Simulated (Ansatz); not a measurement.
F4HTa···H2O

```xyz
9

Ta   -0.4769   -0.3994    0.1055
O     2.6954    0.0059    0.3244
H     2.8768    0.2836    1.2348
F    -0.2680   -0.3901    1.9846
F    -0.2987   -0.7263   -1.7417
F    -0.1532    1.4316   -0.0499
F    -2.2077   -1.0786    0.1895
H     0.7927   -1.6562    0.2067
H     2.5203   -0.9631    0.4000
```

Core potentials replace the inner electrons of Ta; not at a stationary point (largest force 1.0 eV/Å).

Theory: RKS B3LYP-D4/def2-SVP (Ansatz).

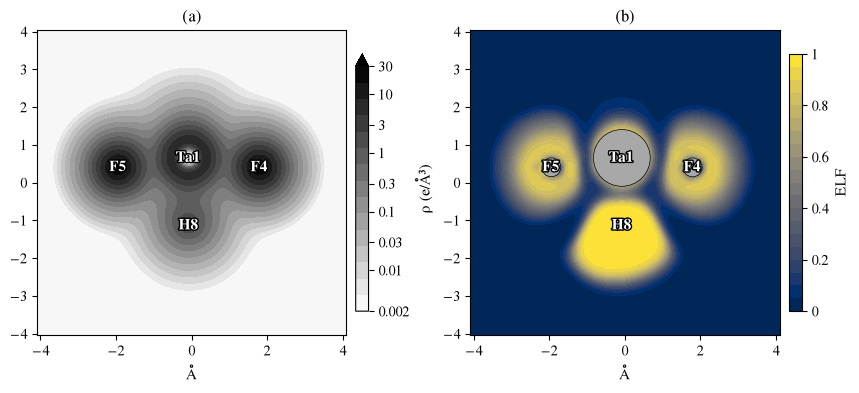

Figure 1. (a) electron density; (b) electron localisation function on the plane of atoms F5, Ta1 and H8. Grey discs cover the atomic cores in the ELF map.

What do the fields say about this system?

Answer. The plane passes through Ta, F and H nuclei. Ta–F (1.89 Å): the density is about 0.99 e/Å³ at the midpoint; the ELF peaks at about 0.85 in the valence shell of F, 0.5 Å from its nucleus, and drops to about 0.25 between the two atoms. Ta–H (1.79 Å): ρ is about 1.2 e/Å³ halfway; the ELF climbs to about 1 towards the hydrogen.

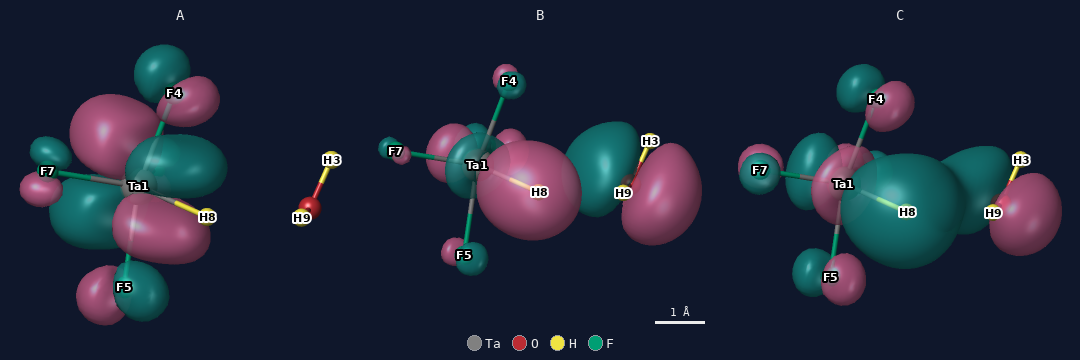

Figure 2. Three frontier orbitals at ±0.1 Å⁻³ᐟ² (teal and pink are the two phases), in no order.

Order the three orbitals by energy and name them.

Answer. C is the HOMO−1 (−9.85 eV). It lies mainly on H8 (about 30 %), O2 (about 30 %) and Ta1 (about 25 %). B is the HOMO (−8.86 eV). By Hirshfeld shares it lies mainly on O2 (about 60 %), H8 (about 15 %) and Ta1 (about 15 %). A is the LUMO (−2.69 eV). By Hirshfeld shares it lies mainly on Ta1 (about 75 %), F5 (about 10 %) and F4 (about 10 %).

What is the HOMO–LUMO gap?

Answer. 6.17 eV between the orbital energies.

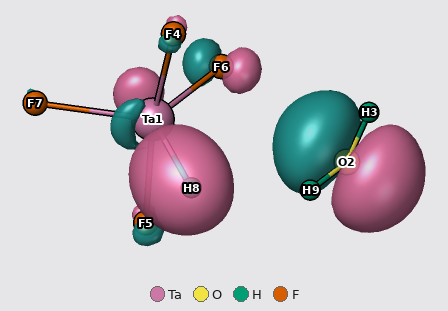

Figure 3. The HOMO at ±0.15 Å⁻³ᐟ² (teal and pink are the two phases), seen at an oblique angle.

Where does this orbital lie, and at what energy?

Answer. It lies mainly on O2 (about 60 %), H8 (about 15 %) and Ta1 (about 15 %). Its energy is −8.86 eV.
